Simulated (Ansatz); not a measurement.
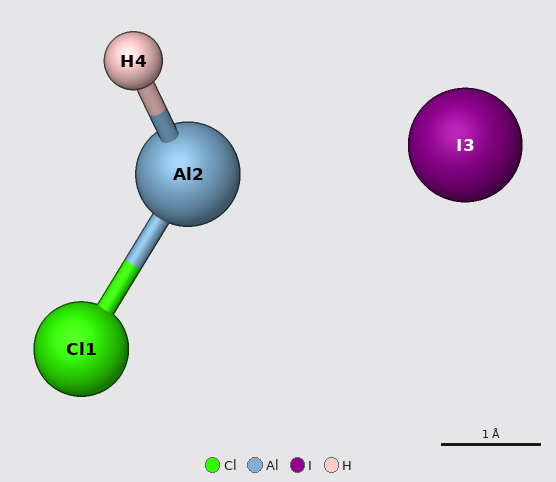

Source: calculation with Ansatz.

Numbered structure. Geometry: moved along internal coordinates away from the minimum.

### What is the geometry at Al2?

Al2 has 2 neighbours (Cl1 at 2.09, H4 at 1.57 Å); the arrangement is bent.
